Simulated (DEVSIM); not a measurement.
Device: abrupt Si n-p junction, at 300 K.

```csv
layer (left to right),material,thickness (μm),Nd (cm⁻³),Na (cm⁻³),τn (s),τp (s)
1,Si,2.90,8.6e14,-,3.7e-7,3.7e-7
2,Si,300,-,2.4e17,3.7e-7,3.7e-7
```

Left contact: ohmic. Right contact: ohmic. Voltage is applied to the left contact. Recombination: SRH at mid-gap, radiative, Auger. Mobility is constant in doping.

Constants are typed, rounded textbook-type inputs, not results; the design itself was drawn at random and stands for no fabricated device. Values at 300 K.

| parameter | Si |
|---|---|
| gap (eV) | 1.124 |
| affinity (eV) | 4.05 |
| permittivity | 11.7 |
| Nc (cm⁻³) | 2.86e19 |
| Nv (cm⁻³) | 3.1e19 |
| μn (cm²/Vs) | 1417 |
| μp (cm²/Vs) | 470 |
| B (cm³/s) | 4.7e-15 |
| Cn (cm⁶/s) | 2.8e-31 |
| Cp (cm⁶/s) | 9.9e-32 |

Model (solved in DEVSIM): 1D drift-diffusion, Boltzmann statistics, complete ionisation; no tunnelling, impact ionisation, image-force lowering or self-heating.

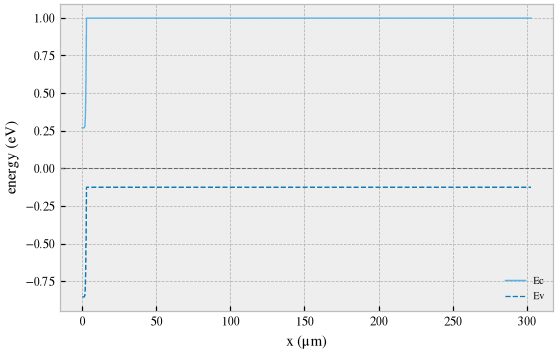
*Band edges at zero bias*

Energies count from the Fermi level of the right contact; mesh points crowd at the junctions.

```tsv
x (μm)	Ec (eV)	Ev (eV)	n (cm⁻³)	p (cm⁻³)	field (V/cm)
0.000	0.269	-0.855	8.6e14	140000	≈ 0
0.05070	0.269	-0.855	8.6e14	140000	≈ 0
0.1976	0.269	-0.855	8.6e14	140000	≈ 0
0.6585	0.269	-0.855	8.6e14	140000	≈ 0
2.179	0.342	-0.782	5.0e13	2300000	3600
2.672	0.680	-0.444	1.1e8	1.1e12	10000
2.842	0.873	-0.251	61000	1.9e15	13000
2.907	0.985	-0.139	830	1.4e17	15000
2.972	0.998	-0.126	480	2.4e17	≈ 0
3.165	0.998	-0.126	480	2.4e17	≈ 0
3.784	0.998	-0.126	480	2.4e17	≈ 0
6.985	0.998	-0.126	480	2.4e17	≈ 0
15.24	0.998	-0.126	480	2.4e17	≈ 0
41.66	0.998	-0.126	480	2.4e17	≈ 0
170.2	0.998	-0.126	480	2.4e17	≈ 0
260.6	0.998	-0.126	480	2.4e17	≈ 0
288.9	0.998	-0.126	480	2.4e17	≈ 0
298.4	0.998	-0.126	480	2.4e17	≈ 0
301.9	0.998	-0.126	480	2.4e17	≈ 0
302.6	0.998	-0.126	480	2.4e17	≈ 0
302.8	0.998	-0.126	480	2.4e17	≈ 0
302.9	0.998	-0.126	480	2.4e17	≈ 0
```
